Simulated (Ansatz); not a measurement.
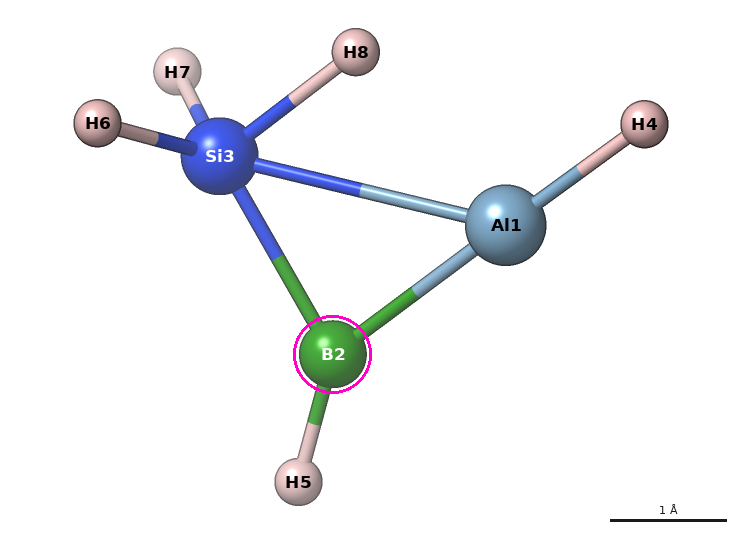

Orthographic view. Distant atoms are faded towards the background colour. The species is neutral and a spin doublet. The computed structure is the end point of a PBE0-D4/def2-TZVP optimisation. No frequency run is at hand to confirm it as a minimum.

Q: Which atoms are bonded to the circled atom?

A: The circled atom is B2; it is bonded to Al1, Si3, H5.

Q: Which atom is farthest from the viewer?

A: H7, 1.5 Å behind the mean position.

Q: Of Si3 and H6, which is nearer the viewer?

A: H6; the bond to Si3 points away from the viewer, so it looks shorter than its 1.49 Å.
